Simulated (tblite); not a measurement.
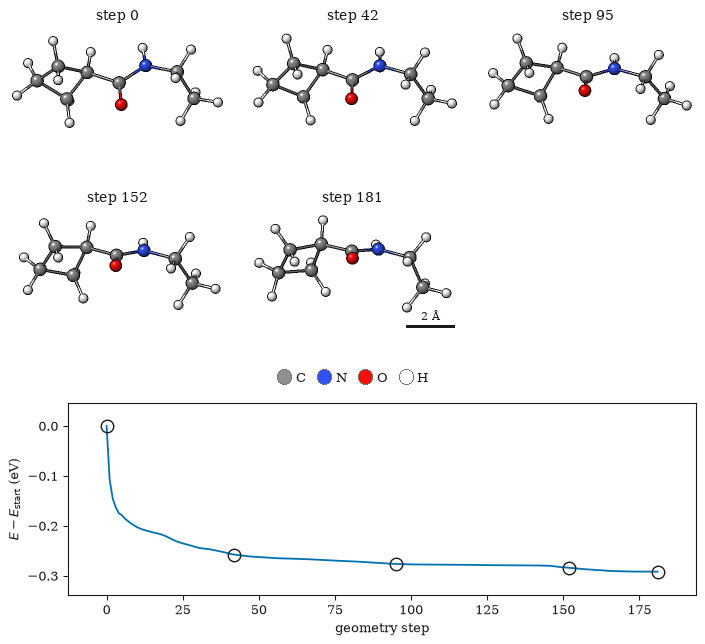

Frames of a relaxation of C$_{7}$H$_{13}$NO, marked on the history of the run. Style: ball-and-stick. Shown from a free direction.

These are results of tblite, GFN2-xTB geometry optimisation, gas phase, not measurements. 

Q: Describe the path.

A: The largest move after the best rigid fit is that of the O atom, 1.35 Å. By element the largest moves are O 1.35 Å, H 1.16 Å, C 0.64 Å, N 0.15 Å. Some distances before and after: C–C 1.555 → 1.518 Å, C–O 1.247 → 1.212 Å, C–N 1.381 → 1.354 Å, C–H 1.113 → 1.092 Å. Among the angles between lasting bonds that change: C–C–H 115.1° → 111.3°, C–C–H 110.4° → 113.9°, N–C–H 108.9° → 106.2°. Groups turn about C–C by about 55°, C–N by about 30°. Over 181 geometry steps the energy falls by 0.292 eV. The run took 2.3 s on 1 thread of Arm Neoverse N1, with other jobs on the host. From step 0 to 42: an H atom moves most (0.49 Å), energy −0.257 eV. From step 42 to 95: the O atom moves most (0.46 Å), energy −0.019 eV. From step 95 to 152: the O atom moves most (0.33 Å), energy −0.008 eV. From step 152 to 181: an H atom moves most (0.52 Å), energy −0.008 eV.

```csv
step,"E − E(0), eV"
0,0.0000
1,-0.1075
2,-0.1447
3,-0.1627
4,-0.1745
5,-0.1784
6,-0.1852
7,-0.1902
8,-0.1950
9,-0.1988
10,-0.2025
19,-0.2193
28,-0.2399
37,-0.2505
46,-0.2603
55,-0.2643
64,-0.2661
73,-0.2687
82,-0.2713
91,-0.2747
100,-0.2769
109,-0.2774
118,-0.2779
127,-0.2786
136,-0.2789
145,-0.2797
154,-0.2850
163,-0.2889
172,-0.2912
181,-0.2916
```
